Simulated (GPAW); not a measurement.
# Core-hole calculation of the Li K edge in Li3Pb (I4/mmm), part 2 of 3

What does one-electron theory with a core hole give for the Li K edge of Li3Pb (I4/mmm)?

GPAW 26.7.0; X-ray absorption from dipole matrix elements to empty bands, plane-wave PAW LDA.

So far. Step 4 (Spectrum without a core hole, Li atom 3): Main maxima below 24 eV (height): 0.3 eV (0.21), 4.1 eV (1.17), 6.1 eV (1.24), 11.6 eV (2.16) and 23.6 eV (0.99). 

### 5. Supercell without a hole, the energy reference

Level of this step: plane-wave PAW DFT, LDA, self-consistent field (GPAW).

The photon energy needs a difference of total energies, so the cell and mesh of the coming hole run are first run without a hole.

Input file scf.py:

```python
import numpy as np
from ase import Atoms
from ase.parallel import parprint, paropen
from gpaw import GPAW, PW, FermiDirac, Mixer, MixerDif, setup_paths
from gpaw.test import gen
setup_paths.insert(0, '.')
gen('Li', name='nch1s', xcname='LDA', corehole=(1, 0, 0), write_xml=True)
from gpaw.mpi import world
world.barrier()

atoms = Atoms('Pb4Li12',
    cell=[[4.67148546, -4.67148546, 0],
     [-4.67148546, -4.67148546, 0],
     [0, 4.67148546, -6.68858438]],
    scaled_positions=[[0, 0, 0],
     [0.75, 0.25, 0.5],
     [0.5, 0.5, 0],
     [0.25, 0.75, 0.5],
     [0.75, 0.75, 0.5],
     [0.5, 0, 0],
     [0.25, 0.25, 0.5],
     [0, 0.5, 0],
     [0.125, 0.625, 0.75],
     [0.875, 0.875, 0.25],
     [0.625, 0.125, 0.75],
     [0.375, 0.375, 0.25],
     [0.625, 0.625, 0.75],
     [0.375, 0.875, 0.25],
     [0.125, 0.125, 0.75],
     [0.875, 0.375, 0.25]],
    pbc=True)
atoms.calc = calc = GPAW(legacy_gpaw=True, mode=PW(500, force_complex_dtype=True), xc='LDA', setups={4: 'nch1s'},
    kpts={'size': (3, 3, 3), 'gamma': True}, occupations=FermiDirac(0.1),
    charge=0, mixer=Mixer(0.1, 5, 50), maxiter=150,
    convergence={'density': 0.0001, 'eigenstates': 1e-6}, txt='scf.txt')
energy = atoms.get_potential_energy() + calc.get_reference_energy()
ef = calc.get_fermi_level()
out = dict(energy=energy, fermi=ef, forces=atoms.get_forces().tolist())
parprint(f'all-electron energy {energy:.4f} eV, Fermi level {ef:.4f} eV')
ev = np.array([[calc.get_eigenvalues(k, s) for k in range(len(calc.get_ibz_k_points()))] for s in range(calc.get_number_of_spins())])
out['homo'], out['lumo'], out['counts'] = ev[ev < ef].max(), ev[ev > ef].min(), sorted(set((ev < ef).sum((0, 2)).tolist()))
out['filled'] = (ev[:, 0] < ef).sum(1).tolist()
import json
with paropen('out.json', 'w') as f:
    json.dump(out, f)
```

Command:

```console
$ OMP_NUM_THREADS=1 mpirun -n 4 gpaw python scf.py
```

Numbers of over 12 decimals in the logs are rounded to 6 here.

Output:

```text
Input parameters:
  convergence: {density: 0.0001,
                eigenstates: 1e-06}
  kpts: {gamma: True,
         size: (3, 3, 3)}
  maxiter: 150
  mixer: {backend: pulay,
          beta: 0.1,
          method: separate,
          nmaxold: 5,
          weight: 50}
  mode: {ecut: 500.0,
         force_complex_dtype: True,
         name: pw}
  occupations: {fixmagmom: False,
                name: fermi-dirac,
[...]
warnings.warn(
<dir> UserWarning: Using symmetrized grid: (45,45,45).

  warnings.warn('Using symmetrized grid: ({},{},{}).\n'.format(*N_c))
<dir> UserWarning: Using symmetrized grid: (45,45,45).

  warnings.warn('Using symmetrized grid: ({},{},{}).\n'.format(*N_c))
<dir> UserWarning: Using symmetrized grid: (45,45,45).

  warnings.warn('Using symmetrized grid: ({},{},{}).\n'.format(*N_c))
all-electron energy -2270327.8598 eV, Fermi level 3.3150 eV
[key lines of the parts left out:]
Converged after 17 iterations.
Dipole moment: (0.000000, 0.001770, 0.000000) |e|*Ang
Free energy:    -48.898144
Fermi level: 3.31501
```

Run time: 20 s. Hardware: 4 MPI ranks of Intel Xeon Platinum 8488C (Sapphire Rapids), shared host; peak memory 0.3 GiB.

Reference energy: -2270327.860 eV with the cores included.

### 6. Spectrum with XCH, Li atom 2

The holes are 6.6 Å apart. In GPAW the data set carries the hole's charge, so charge=0 means a charged cell and charge=-1 a neutral one. The excited electron is kept in the cell, where it fills the lowest empty states and screens the hole. After the field has converged, empty bands are computed with the density fixed and the dipole matrix elements are summed.

Input file xas.py:

```python
import numpy as np
from ase import Atoms
from ase.parallel import parprint, paropen
from gpaw import GPAW, PW, FermiDirac, Mixer, MixerDif, setup_paths
from gpaw.test import gen
setup_paths.insert(0, '.')
gen('Li', name='fch1s', xcname='LDA', corehole=(1, 0, 1), write_xml=True)
from gpaw.mpi import world
world.barrier()

atoms = Atoms('Pb4Li12',
    cell=[[4.67148546, -4.67148546, 0],
     [-4.67148546, -4.67148546, 0],
     [0, 4.67148546, -6.68858438]],
    scaled_positions=[[0, 0, 0],
     [0.75, 0.25, 0.5],
     [0.5, 0.5, 0],
     [0.25, 0.75, 0.5],
     [0.75, 0.75, 0.5],
     [0.5, 0, 0],
     [0.25, 0.25, 0.5],
     [0, 0.5, 0],
     [0.125, 0.625, 0.75],
     [0.875, 0.875, 0.25],
     [0.625, 0.125, 0.75],
     [0.375, 0.375, 0.25],
     [0.625, 0.625, 0.75],
     [0.375, 0.875, 0.25],
     [0.125, 0.125, 0.75],
     [0.875, 0.375, 0.25]],
    pbc=True)
atoms.calc = calc = GPAW(legacy_gpaw=True, mode=PW(500, force_complex_dtype=True), xc='LDA', setups={4: 'fch1s'},
    kpts={'size': (3, 3, 3), 'gamma': True}, occupations=FermiDirac(0.1),
    charge=-1, mixer=Mixer(0.1, 5, 50), maxiter=150,
    convergence={'density': 0.0001, 'eigenstates': 1e-6}, txt='scf.txt')
energy = atoms.get_potential_energy() + calc.get_reference_energy()
ef = calc.get_fermi_level()
out = dict(energy=energy, fermi=ef, forces=atoms.get_forces().tolist())
parprint(f'all-electron energy {energy:.4f} eV, Fermi level {ef:.4f} eV')
ev = np.array([[calc.get_eigenvalues(k, s) for k in range(len(calc.get_ibz_k_points()))] for s in range(calc.get_number_of_spins())])
out['homo'], out['lumo'], out['counts'] = ev[ev < ef].max(), ev[ev > ef].min(), sorted(set((ev < ef).sum((0, 2)).tolist()))
out['filled'] = (ev[:, 0] < ef).sum(1).tolist()

from ase.units import Ha
from gpaw.xas import dipole_matrix_elements
nb = int(calc.get_number_of_electrons() / 2) + 176
top, nb = nb, nb + 8 + nb // 12
nscf = calc.fixed_density(kpts={'size': (4, 4, 4), 'gamma': True}, nbands=nb,
    convergence={'bands': top, 'eigenstates': 5e-3}, maxiter=60, txt='nscf.txt')
cell = atoms.cell.array
ops = [cell.T @ U.T @ np.linalg.inv(cell.T) for U in nscf.wfs.kd.symmetry.op_scc]
E = np.arange(-6, 34, 0.1)
fwhm = np.interp(E, [4, 25], [0.9, 3.5])
Y, X, zero, highest = 0, 0, 1e9, 1e9
for spin in range(nscf.get_number_of_spins()):
    wfs = nscf.wfs
    mine = wfs.bd.get_slice()  # this rank's bands
    A = dipole_matrix_elements(wfs.setups[4])
    eps = np.zeros((wfs.kd.nibzkpts, nb))
    d = np.zeros((3, A.shape[1], wfs.kd.nibzkpts, nb), complex)
    for kpt in wfs.kpt_u:
        if kpt.s == spin and 4 in kpt.P_ani:
            eps[kpt.k, mine] = kpt.eps_n * Ha
            d[:, :, kpt.k, mine] = (kpt.weight * wfs.nspins / 2) ** 0.5 * np.inner(A, kpt.P_ani[4])
    world.sum(eps)
    world.sum(d)
    T = np.einsum('amkn,bmkn->abkn', d, d.conj()).real
    T = sum(np.einsum('ai,ijkn,bj->abkn', R, T, R) for R in ops) / len(ops)
    empty = eps > ef
    zero, highest = min(zero, eps[empty].min()), min(highest, eps[:, top - 1].min())
    lines = [(eps, T, empty)] if spin == 0 else lines + [(eps, T, empty)]
for eps, T, empty in lines:
    f = np.einsum('aakn->akn', T).reshape(3, -1)
    x = eps.ravel() - zero
    w = np.interp(x, E, fwhm) / 2.35482
    g = np.exp(-0.5 * ((E[:, None] - x) / w) ** 2) / (w * (2 * np.pi) ** 0.5)
    Y = Y + (f * empty.ravel()) @ g.T
    X = X + (f * ~empty.ravel()) @ g.T
out.update(E=E.round(2).tolist(), xas=Y.tolist(), xes=X.tolist(), zero=zero, valid=highest - zero, nk=len(eps), nb=nb)
for i in range(0, len(E), 10):
    parprint(f'{E[i]:7.2f}', *(f'{v:10.3e}' for v in Y[:, i]))
import json
with paropen('out.json', 'w') as f:
    json.dump(out, f)
```

Command:

```console
$ OMP_NUM_THREADS=1 mpirun -n 4 gpaw python xas.py
```

Output:

```text
Input parameters:
  charge: -1
  convergence: {density: 0.0001,
                eigenstates: 1e-06}
  kpts: {gamma: True,
         size: (3, 3, 3)}
  maxiter: 150
  mixer: {backend: pulay,
          beta: 0.1,
          method: separate,
          nmaxold: 5,
          weight: 50}
  mode: {ecut: 500.0,
         force_complex_dtype: True,
         name: pw}
  occupations: {fixmagmom: False,
                name: fermi-dirac,
                width: 0.1}
  setups: {4: fch1s}

Initialize ...

[... PAW data sets ...]

Reference energy: -2270211.651475  # eV

Spin-paired calculation

[... convergence settings ...]
Symmetries present (total): 8
  [... symmetry matrices ...]

27 k-points: 3 x 3 x 3 Monkhorst-Pack grid
6 k-points in the irreducible part of the Brillouin zone
       k-points in crystal coordinates                weights
   0:     0.00000000    0.00000000    0.00000000          1/27
   1:     0.00000000    0.00000000    0.33333333          2/27
   2:     0.33333333    0.00000000    0.00000000          8/27
   3:     0.33333333    0.00000000    0.33333333          4/27
   4:     0.33333333    0.33333333   -0.33333333          4/27
   5:     0.33333333    0.33333333    0.33333333          8/27

Wave functions: Plane wave expansion
  Cutoff energy: 500.000 eV
  Number of coefficients (min, max): 7380, 7427
  Pulay-stress correction: 0.000000 eV/Ang^3 (de/decut=0.000000)
  Using FFTW library
  Wavefunction extrapolation:
    Improved wavefunction reuse through dual PAW basis

Occupation numbers: Fermi-Dirac:
  width: 0.1000  # eV

Eigensolver
   Davidson(niter=2)

Densities:
  Coarse grid: 45*45*45 grid
  Fine grid: 90*90*90 grid
  Total Charge: 0.000000

Density mixing:
  Method: separate
  Backend: pulay
  Linear mixing parameter: 0.1
  old densities: 5
  Width of damping distribution: 1.1
  Damping of long wavelength oscillations: 50

[... Hamiltonian set-up ...]
Number of atoms: 16
Number of atomic orbitals: 84
Number of bands in calculation: 46
Number of valence electrons: 69
Bands to converge: occupied

... initialized

Initializing position-dependent things.

Density initialized from atomic densities
Creating initial wave functions:
  46 bands from LCAO basis set

                 Pb
          Li         Li

              Pbi
                 Li
        Li        LiLi
          PbiLi      PbLi
              Li
               Li

Atomic positions and initial magnetic moments

Positions:
   0 Pb     0.000000    0.000000    0.000000    ( 0.0000,  0.0000,  0.0000)
   1 Pb     2.335743   -2.335743   -3.344292    ( 0.0000,  0.0000,  0.0000)
   2 Pb     0.000000   -4.671485    0.000000    ( 0.0000,  0.0000,  0.0000)
   3 Pb    -2.335743   -2.335743   -3.344292    ( 0.0000,  0.0000,  0.0000)
   4 Li     0.000000   -4.671485   -3.344292    ( 0.0000,  0.0000,  0.0000)
   5 Li     2.335743   -2.335743    0.000000    ( 0.0000,  0.0000,  0.0000)
   6 Li     0.000000    0.000000   -3.344292    ( 0.0000,  0.0000,  0.0000)
[...]
13 Li    -2.335743   -4.671485   -1.672146    ( 0.0000,  0.0000,  0.0000)
  14 Li     0.000000    2.335743   -5.016438    ( 0.0000,  0.0000,  0.0000)
  15 Li     2.335743   -4.671485   -1.672146    ( 0.0000,  0.0000,  0.0000)

Unit cell:
           periodic     x           y           z      points  spacing
  1. axis:    yes    4.671485   -4.671485    0.000000    45     0.1316
  2. axis:    yes   -4.671485   -4.671485    0.000000    45     0.1316
  3. axis:    yes    0.000000    4.671485   -6.688584    45     0.1486

  Lengths:   6.606478   6.606478   8.158427
  Angles:  113.884030 113.884030  90.000000

Effective grid spacing dv^(1/3) = 0.1474

iter:   1   -66.963863
iter:   2   -62.042262   -1.04  -0.99
iter:   3   -59.513820   -1.23  -1.16
iter:   4   -59.073214   -1.62  -1.39
iter:   5   -58.974380   -1.71  -1.55
iter:   6   -58.975822   -2.26  -1.82
iter:   7   -58.964687c  -3.60  -2.33
iter:   8   -58.967054c  -4.70  -2.36
iter:   9   -58.949346c  -2.96  -2.27
iter:  10   -58.950096c  -3.92  -2.82
iter:  11   -58.949713c  -4.59  -2.82
iter:  12   -58.949283c  -4.63  -2.75
iter:  13   -58.949368c  -5.21  -2.88
iter:  14   -58.949882c  -5.27  -2.94
iter:  15   -58.949489c  -4.27  -2.89
iter:  16   -58.949405c  -5.30  -3.03
iter:  17   -58.949217c  -4.86  -3.09
iter:  18   -58.949195c  -6.78c -3.63
iter:  19   -58.949190c  -6.32c -3.69
iter:  20   -58.949193c  -7.45c -4.34c

Converged after 20 iterations.

Dipole moment: (0.000000, 0.065272, -0.000000) |e|*Ang

Energy contributions relative to reference atoms: (reference = -2270211.651475)

Kinetic:        +44.849286
Potential:      -42.514281
External:        +0.000000
XC:             -61.384966
Entropy (-ST):   -0.102153
Local:           +0.151844
SIC:             +0.000000
--------------------------
Free energy:    -59.000270
Extrapolated:   -58.949193

Showing only first 2 kpts
 Kpt  Band  Eigenvalues  Occupancy
  0    32      2.06903    2.00000
  0    33      4.00390    0.02924
  0    34      4.56145    0.00011
  0    35      4.64342    0.00005

  1    32      2.45840    1.99997
  1    33      2.97483    1.99543
  1    34      3.57246    1.05189
[...]
Fermi level: 3.58285

No gap
No difference between direct/indirect transitions

Forces in eV/Ang:
  0 Pb   -0.00000    0.00000    0.30745
  1 Pb    0.00000    0.00000   -0.00000
  2 Pb    0.00000   -0.00000   -0.30745
  3 Pb    0.00000   -0.00000   -0.00000
  4 Li    0.00000    0.00000   -0.00000
  5 Li    0.00000    0.00000    0.00000
  6 Li    0.00000    0.00000    0.00000
[...]
13 Li    0.10232   -0.00000   -0.03920
 14 Li    0.00000    0.10232    0.03920
 15 Li   -0.10232    0.00000   -0.03920
Scalar-relativistic atomic LDA calculation for Li (Lithium, Z=3)
Core hole in 1s state (1s occupation: 1.0)
300 radial gridpoints.
|------------------------------------------------|
|------------------------------------------------|
[... the atom generator's iteration count ...]

Energy contributions:
-------------------------
Kinetic:       +4.802428
XC:            -0.868730
Potential:     -8.792701
-------------------------
Total:         -4.859003

state      eigenvalue         ekin         rmax
-----------------------------------------------
1s^1.0 :    -3.111117     4.172383        0.342
2s^1.0 :    -0.451969     0.630045        2.146
2p^0.0 :    -0.373048     0.566752        1.896
-----------------------------------------------
(units: Bohr and Hartree)

Generating PAW setup
Kinetic energy of the core from tauc = 4.172937
Cutoffs:
rc(s)=2.000
rc(p)=2.000
rc(d)=2.000
rc(vbar)=1.800
rc(comp)=2.000
rc(nct)=2.000

Kinetic energy of the core states: 4.172383
Charge: 1.0
Core electrons: 1.0
Valence electrons: 1.0
Pseudo-core charge: 0.040575
Shape function alpha=2.500
Pseudo-electron charge 1.068451
state    eigenvalue         norm
--------------------------------
2s(1) :    -0.451969     1.027876
*s    :     0.548031
2p(0) :    -0.373048     0.945113
*p    :     0.626952
*d    :     0.000000
--------------------------------

Diagonalizing with gridspacing h=0.050

state   all-electron     PAW
-------------------------------
2s:      -0.451969    -0.451984
2p:      -0.373048    -0.373160
*d:                   -0.093511
*f:                   -0.020693
-------------------------------
<dir> UserWarning: Initial realspace grid (35,35,45) inconsistent with symmetries.
  warnings.warn(
<dir> UserWarning: Using symmetrized grid: (45,45,45).

  warnings.warn('Using symmetrized grid: ({},{},{}).\n'.format(*N_c))
<dir> UserWarning: Initial realspace grid (35,35,45) inconsistent with symmetries.
  warnings.warn(
<dir> UserWarning: Initial realspace grid (35,35,45) inconsistent with symmetries.
  warnings.warn(
<dir> UserWarning: Initial realspace grid (35,35,45) inconsistent with symmetries.
  warnings.warn(
<dir> UserWarning: Using symmetrized grid: (45,45,45).

  warnings.warn('Using symmetrized grid: ({},{},{}).\n'.format(*N_c))
<dir> UserWarning: Using symmetrized grid: (45,45,45).

  warnings.warn('Using symmetrized grid: ({},{},{}).\n'.format(*N_c))
<dir> UserWarning: Using symmetrized grid: (45,45,45).

  warnings.warn('Using symmetrized grid: ({},{},{}).\n'.format(*N_c))
all-electron energy -2270270.6007 eV, Fermi level 3.5828 eV
[...]
31.00  1.317e-03  1.317e-03  1.471e-03
  32.00  1.254e-03  1.254e-03  1.365e-03
  33.00  1.273e-03  1.273e-03  1.328e-03
```

It took 2 min on 4 MPI ranks; peak memory 0.58 GiB.

The Li K spectrum, Li atom 2, excited-electron core hole (neutral cell) (energy from the lowest empty level; intensity scaled to a mean of 1 over the first 20 eV; polarised curves are means over the symmetry-equivalent atoms):

| E (eV) | isotropic | ε ⊥ c | ε ∥ c |
| --- | --- | --- | --- |
| -2.0 | 0.00 | 0.00 | 0.00 |
| -0.5 | 0.04 | 0.06 | 0.01 |
| 1.0 | 1.07 | 1.30 | 0.62 |
| 2.5 | 1.22 | 0.82 | 2.03 |
| 4.0 | 1.36 | 1.55 | 0.97 |
| 5.5 | 1.12 | 0.99 | 1.39 |
| 7.0 | 0.87 | 0.83 | 0.96 |
| 8.5 | 0.87 | 0.84 | 0.93 |
| 10.0 | 1.63 | 1.64 | 1.60 |
| 11.5 | 1.16 | 1.19 | 1.11 |
| 13.0 | 0.58 | 0.55 | 0.65 |
| 14.5 | 0.51 | 0.51 | 0.51 |
| 16.0 | 0.59 | 0.56 | 0.64 |
| 17.5 | 0.88 | 0.88 | 0.88 |
| 19.0 | 0.80 | 0.82 | 0.75 |
| 20.5 | 0.66 | 0.67 | 0.64 |
| 22.0 | 0.58 | 0.58 | 0.57 |
| 23.5 | 0.43 | 0.42 | 0.44 |
| 25.0 | 0.33 | 0.34 | 0.32 |
| 26.5 | 0.36 | 0.37 | 0.34 |
| 28.0 | 0.45 | 0.46 | 0.45 |
| 29.5 | 0.50 | 0.49 | 0.53 |
| 31.0 | 0.46 | 0.44 | 0.50 |

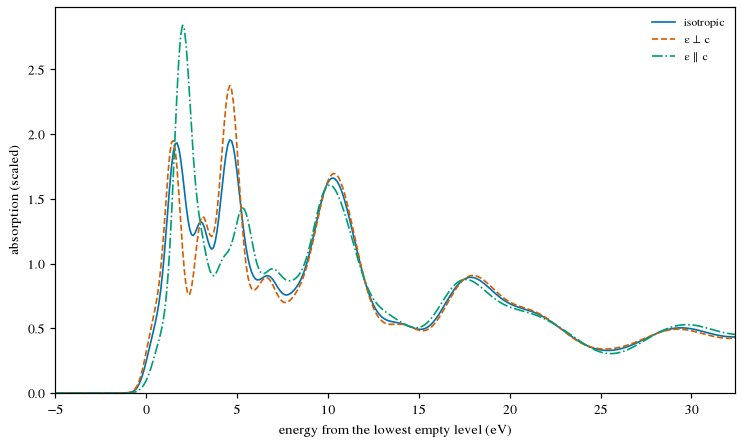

The Li K edge, Li atom 2, excited-electron core hole (neutral cell): main maxima at 1.7, 4.6 and 10.3 eV.

Main maxima below 24 eV (height): 1.7 eV (1.93), 3.0 eV (1.32), 4.6 eV (1.96), 10.3 eV (1.66) and 17.9 eV (0.89). 

The total-energy difference is 57.26 eV. One term is added: -3.34 eV, since the hole is spin-paired here and a spin-polarised one costs that much less in the free atom (computed apart). The photon energy is then 53.92 eV. The tabulated edge of the element is 54.7 eV. The functional leaves an error in such absolute values: in the free atom LDA prices this hole 1.0 eV below PBE (computed apart), and PBE is itself good to a few eV.

### 7. Spectrum with XCH, Li atom 3

The holes are 6.6 Å apart. The excited electron is kept in the cell, where it fills the lowest empty states and screens the hole. After the field has converged, empty bands are computed with the density fixed and the dipole matrix elements are summed.

Edit xas.py of step 6 so:

```diff
@@ -31,3 +31,3 @@
     pbc=True)
-atoms.calc = calc = GPAW(legacy_gpaw=True, mode=PW(500, force_complex_dtype=True), xc='LDA', setups={4: 'fch1s'},
+atoms.calc = calc = GPAW(legacy_gpaw=True, mode=PW(500, force_complex_dtype=True), xc='LDA', setups={8: 'fch1s'},
     kpts={'size': (3, 3, 3), 'gamma': True}, occupations=FermiDirac(0.1),
@@ -57,3 +57,3 @@
     mine = wfs.bd.get_slice()  # this rank's bands
-    A = dipole_matrix_elements(wfs.setups[4])
+    A = dipole_matrix_elements(wfs.setups[8])
     eps = np.zeros((wfs.kd.nibzkpts, nb))
@@ -61,5 +61,5 @@
     for kpt in wfs.kpt_u:
-        if kpt.s == spin and 4 in kpt.P_ani:
+        if kpt.s == spin and 8 in kpt.P_ani:
             eps[kpt.k, mine] = kpt.eps_n * Ha
-            d[:, :, kpt.k, mine] = (kpt.weight * wfs.nspins / 2) ** 0.5 * np.inner(A, kpt.P_ani[4])
+            d[:, :, kpt.k, mine] = (kpt.weight * wfs.nspins / 2) ** 0.5 * np.inner(A, kpt.P_ani[8])
     world.sum(eps)
```

Output:

```text
Input parameters:
  charge: -1
  convergence: {density: 0.0001,
                eigenstates: 1e-06}
  kpts: {gamma: True,
         size: (3, 3, 3)}
  maxiter: 150
  mixer: {backend: pulay,
          beta: 0.1,
          method: separate,
          nmaxold: 5,
          weight: 50}
  mode: {ecut: 500.0,
         force_complex_dtype: True,
         name: pw}
  occupations: {fixmagmom: False,
[...]
warnings.warn('Using symmetrized grid: ({},{},{}).\n'.format(*N_c))
<dir> UserWarning: Initial realspace grid (35,35,45) inconsistent with symmetries.
  warnings.warn(
<dir> UserWarning: Using symmetrized grid: (45,45,45).

  warnings.warn('Using symmetrized grid: ({},{},{}).\n'.format(*N_c))
all-electron energy -2270271.2842 eV, Fermi level 3.5561 eV
[...]
32.00  1.176e-03  1.176e-03  1.216e-03
  33.00  1.124e-03  1.124e-03  1.171e-03
[key lines of the parts left out:]
Converged after 17 iterations.
Dipole moment: (-0.648610, 0.593334, 0.111995) |e|*Ang
Free energy:    -59.686613
Fermi level: 3.55609
```

Elapsed: 3 min, on 4 MPI ranks; peak memory 0.67 GiB; 12 min of CPU time.

The Li K spectrum, Li atom 3, excited-electron core hole (neutral cell) (energy from the lowest empty level; intensity scaled to a mean of 1 over the first 20 eV; polarised curves are means over the symmetry-equivalent atoms):

| E (eV) | isotropic | ε ⊥ c | ε ∥ c |
| --- | --- | --- | --- |
| -2.0 | 0.00 | 0.00 | 0.00 |
| -0.5 | 0.07 | 0.07 | 0.07 |
| 1.0 | 0.22 | 0.21 | 0.23 |
| 2.5 | 1.67 | 1.76 | 1.48 |
| 4.0 | 1.66 | 1.56 | 1.86 |
| 5.5 | 1.35 | 1.40 | 1.25 |
| 7.0 | 1.38 | 1.36 | 1.41 |
| 8.5 | 1.73 | 1.79 | 1.61 |
| 10.0 | 1.42 | 1.42 | 1.42 |
| 11.5 | 0.92 | 0.92 | 0.93 |
| 13.0 | 0.52 | 0.52 | 0.53 |
| 14.5 | 0.45 | 0.46 | 0.42 |
| 16.0 | 0.53 | 0.51 | 0.56 |
| 17.5 | 0.76 | 0.74 | 0.78 |
| 19.0 | 0.77 | 0.76 | 0.78 |
| 20.5 | 0.80 | 0.80 | 0.79 |
| 22.0 | 0.82 | 0.84 | 0.80 |
| 23.5 | 0.71 | 0.71 | 0.72 |
| 25.0 | 0.57 | 0.57 | 0.56 |
| 26.5 | 0.51 | 0.52 | 0.50 |
| 28.0 | 0.53 | 0.53 | 0.53 |
| 29.5 | 0.52 | 0.52 | 0.52 |
| 31.0 | 0.46 | 0.46 | 0.47 |

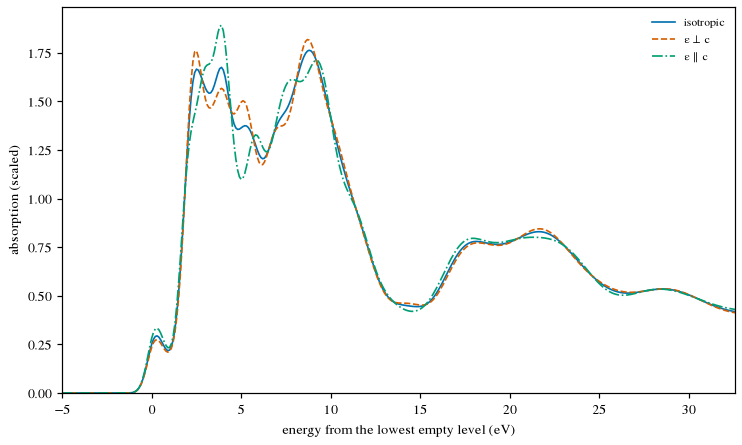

The Li K edge, Li atom 3, excited-electron core hole (neutral cell): main maxima at 2.5, 3.9 and 8.8 eV.

Main maxima below 24 eV (height): 0.3 eV (0.29), 2.5 eV (1.67), 3.9 eV (1.68), 8.8 eV (1.76) and 21.6 eV (0.83). 

The total-energy difference is 56.58 eV. With the free-atom term of -3.34 eV for this edge, the photon energy is 53.24 eV.

(Continued in part 3 of 3.)

[Banner, clock and machine lines of the logs are left out without a mark of their own.]

[Logs are printed without paths, hosts, clocks, repeated set-up lines and the standing remarks that a program may print on its own settings, such as how far it seeks lower states.]

[Hosts, paths, dates, database ids (printed as entryN), source tags and the programs' standing remarks are cut or masked in the printed files.]

[Lists of maxima count a maximum above −3 eV only where it reaches 4 % of the highest in the window and stands out from its surroundings by 2 % of it (1.5 % where it reaches 55 %); shoulders and weaker maxima are passed over, and of the rest the first, up to two pre-edge ones and the few strongest are named.]
